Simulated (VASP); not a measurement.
Band structure of CsPbBr₃ (space group Pm-3m). These are PBE GGA, VASP's PBE PAW potentials (set 64) (plane waves; VASP) values and carry that method's errors.

Unless said otherwise, spin-orbit coupling is left out, though it shifts the bands of the heavy elements here.

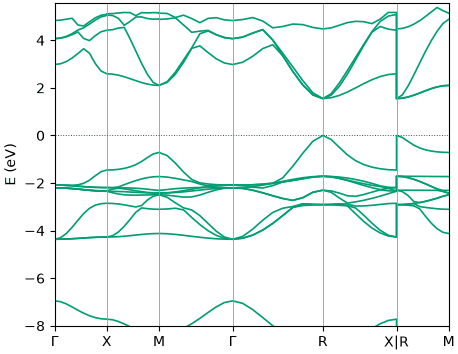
*Bands along high-symmetry lines, zero at the valence-band maximum or, without a gap, the Fermi level*

Problem. Read the plot: is there a gap, and where are the band edges?

Solution. The gap is direct, 1.55 eV, from the valence maximum at R to the conduction minimum at R.

The structure is a typed CsPbBr3 crystal (Pm-3m). The cell was not relaxed at this level.
